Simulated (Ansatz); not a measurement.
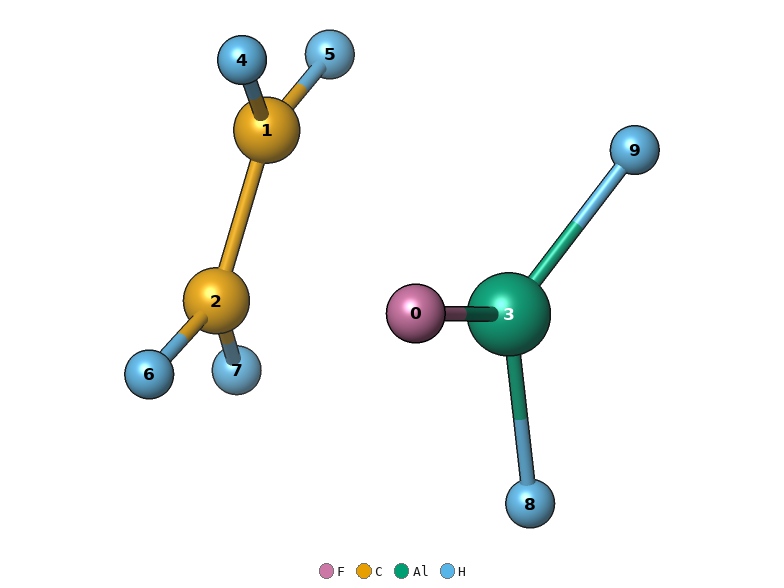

The structure as it stands in the input. Atoms are numbered from 0, in the order of the input.

Ansatz 0.2.0 input:

```yaml
crystal:
  periodic: [false, false, false]
  atoms:
    - {symbol: F, position_ang: [0.133179, 1.545423, -1.965438]}
    - {symbol: C, position_ang: [-0.545956, 0.291516, 1.208986]}
    - {symbol: C, position_ang: [0.901127, -0.053421, 1.029764]}
    - {symbol: Al, position_ang: [-0.232974, -0.232165, -1.521138]}
    - {symbol: H, position_ang: [-0.961147, 1.411860, 0.983613]}
    - {symbol: H, position_ang: [-1.348690, -0.520870, 1.620206]}
    - {symbol: H, position_ang: [1.706570, 0.776119, 0.653661]}
    - {symbol: H, position_ang: [1.329687, -1.159367, 1.288102]}
    - {symbol: H, position_ang: [1.055582, -1.413599, -1.833033]}
    - {symbol: H, position_ang: [-1.944194, -0.702840, -1.461254]}
basis:
  gaussian: {orbitals: def2-mTZVP, final_grid: {core_spheres: 8, valence_spheres: 7, degree: 23}}
magnetization: {spin_polarized: true, initial_magnetization: 0}
hamiltonian: {xc: {name: HF}}
correlation: {method: bccd_t, diis_vectors: 1}
```

Command:

```sh
ansatz run in.yaml --threads 2 --pin off --events-out ev --progress --plain --max-ram 4352MiB
```

Result:

```
Functional definition: HF
  name "HF"
  cite "Fock, Z. Phys. 61, 126 (1930) doi:10.1007/BF01340294"
  parent pbe
  exchange = exact_x
  correlation = 0
910 factors; integrals over basis functions are off by at most 1.1e-3 eV
mean field evaluation 1: about -11441.3754 eV, gradient 2.5e1 eV
mean field evaluation 2: about -11441.3765 eV, gradient 2.5e1 eV
mean field evaluation 4: about -11444.4401 eV, gradient 2.1e0 eV
mean field evaluation 8: about -11444.4849 eV, gradient 1.2e-4 eV
mean field evaluation 16: about -11444.5914 eV, gradient 1.9e-1 eV
mean field evaluation 32: about -11444.4849 eV, gradient 2.3e-3 eV
mean field -11444.59380171 eV, -420.5810647885 hartree, gradient 2.2e-6 eV, S^2 0.348404; 2 other end points of the search recorded, 0 dependent functions left out
8 core orbitals not correlated: weight in the atoms' cores, before any rotation towards them, 1.000 or more for the frozen orbitals, at most 0.000 for the correlated occupied ones
reference -11444.59380171 eV, -420.5810647885 hartree; 12, 12 occupied and 77, 77 virtual orbitals, 910 factors
second order -14.12930696 eV of doubles, -0.00000000 eV of singles
cycle   1  -14.60515585 eV  change   -4.8e-1 eV  update   1.3e-1
cycle   2  -15.19457225 eV  change   -5.9e-1 eV  update   6.5e-2
cycle   3  -15.29648251 eV  change   -1.0e-1 eV  update   5.2e-2
cycle   4  -15.45733339 eV  change   -1.6e-1 eV  update   4.2e-2
cycle   5  -15.55375440 eV  change   -9.6e-2 eV  update   3.5e-2
cycle   6  -15.59211101 eV  change   -3.8e-2 eV  update   2.7e-2
cycle   7  -15.57928582 eV  change    1.3e-2 eV  update   2.2e-2
cycle   8  -15.59688789 eV  change   -1.8e-2 eV  update   1.8e-2
cycle   9  -15.59476808 eV  change    2.1e-3 eV  update   1.6e-2
cycle  10  -15.61131674 eV  change   -1.7e-2 eV  update   1.3e-2
cycle  11  -15.60228368 eV  change    9.0e-3 eV  update   1.0e-2
cycle  12  -15.60852590 eV  change   -6.2e-3 eV  update   8.8e-3
cycle  13  -15.60490579 eV  change    3.6e-3 eV  update   7.6e-3
cycle  14  -15.60995453 eV  change   -5.0e-3 eV  update   6.5e-3
cycle  15  -15.60465563 eV  change    5.3e-3 eV  update   5.2e-3
cycle  16  -15.60751569 eV  change   -2.9e-3 eV  update   4.4e-3
cycle  17  -15.60525702 eV  change    2.3e-3 eV  update   3.8e-3
cycle  18  -15.60670496 eV  change   -1.4e-3 eV  update   3.3e-3
cycle  19  -15.60388543 eV  change    2.8e-3 eV  update   2.7e-3
cycle  20  -15.60536171 eV  change   -1.5e-3 eV  update   2.2e-3
cycle  21  -15.60403737 eV  change    1.3e-3 eV  update   1.9e-3
cycle  22  -15.60451838 eV  change   -4.8e-4 eV  update   1.7e-3
cycle  23  -15.60313375 eV  change    1.4e-3 eV  update   1.4e-3
cycle  24  -15.60383385 eV  change   -7.0e-4 eV  update   1.2e-3
cycle  25  -15.60305033 eV  change    7.8e-4 eV  update   9.8e-4
cycle  26  -15.60326603 eV  change   -2.2e-4 eV  update   8.6e-4
cycle  27  -15.60264896 eV  change    6.2e-4 eV  update   7.4e-4
cycle  28  -15.60292067 eV  change   -2.7e-4 eV  update   6.2e-4
cycle  29  -15.60247777 eV  change    4.4e-4 eV  update   5.1e-4
cycle  30  -15.60259545 eV  change   -1.2e-4 eV  update   4.5e-4
cycle  31  -15.60233914 eV  change    2.6e-4 eV  update   3.9e-4
cycle  32  -15.60241386 eV  change   -7.5e-5 eV  update   3.3e-4
cycle  33  -15.60218826 eV  change    2.3e-4 eV  update   2.8e-4
cycle  34  -15.60224605 eV  change   -5.8e-5 eV  update   2.4e-4
cycle  35  -15.60214070 eV  change    1.1e-4 eV  update   2.1e-4
cycle  36  -15.60214587 eV  change   -5.2e-6 eV  update   1.8e-4
cycle  37  -15.60204356 eV  change    1.0e-4 eV  update   1.5e-4
cycle  38  -15.60206349 eV  change   -2.0e-5 eV  update   1.3e-4
cycle  39  -15.60201871 eV  change    4.5e-5 eV  update   1.1e-4
cycle  40  -15.60200857 eV  change    1.0e-5 eV  update   1.0e-4
cycle  41  -15.60196380 eV  change    4.5e-5 eV  update   8.5e-5
cycle  42  -15.60196618 eV  change   -2.4e-6 eV  update   7.3e-5
cycle  43  -15.60194629 eV  change    2.0e-5 eV  update   6.3e-5
cycle  44  -15.60193689 eV  change    9.4e-6 eV  update   5.5e-5
cycle  45  -15.60191619 eV  change    2.1e-5 eV  update   4.8e-5
cycle  46  -15.60191343 eV  change    2.8e-6 eV  update   4.1e-5
cycle  47  -15.60190432 eV  change    9.1e-6 eV  update   3.5e-5
cycle  48  -15.60189830 eV  change    6.0e-6 eV  update   3.1e-5
cycle  49  -15.60188827 eV  change    1.0e-5 eV  update   2.7e-5
cycle  50  -15.60188503 eV  change    3.2e-6 eV  update   2.3e-5
cycle  51  -15.60188060 eV  change    4.4e-6 eV  update   2.0e-5
cycle  52  -15.60187706 eV  change    3.5e-6 eV  update   1.7e-5
cycle  53  -15.60187186 eV  change    5.2e-6 eV  update   1.5e-5
cycle  54  -15.60186926 eV  change    2.6e-6 eV  update   1.3e-5
cycle  55  -15.60186698 eV  change    2.3e-6 eV  update   1.1e-5
cycle  56  -15.60186512 eV  change    1.9e-6 eV  update   9.8e-6
cycle  57  -15.60186237 eV  change    2.7e-6 eV  update   8.6e-6
cycle  58  -15.60186064 eV  change    1.7e-6 eV  update   7.4e-6
cycle  59  -15.60185932 eV  change    1.3e-6 eV  update   6.3e-6
perturbative correction -0.65484207 eV, -0.0240650023 hartree
Total energy: -11460.85050310 eV, -421.1784875455 hartree
```

The run converged.
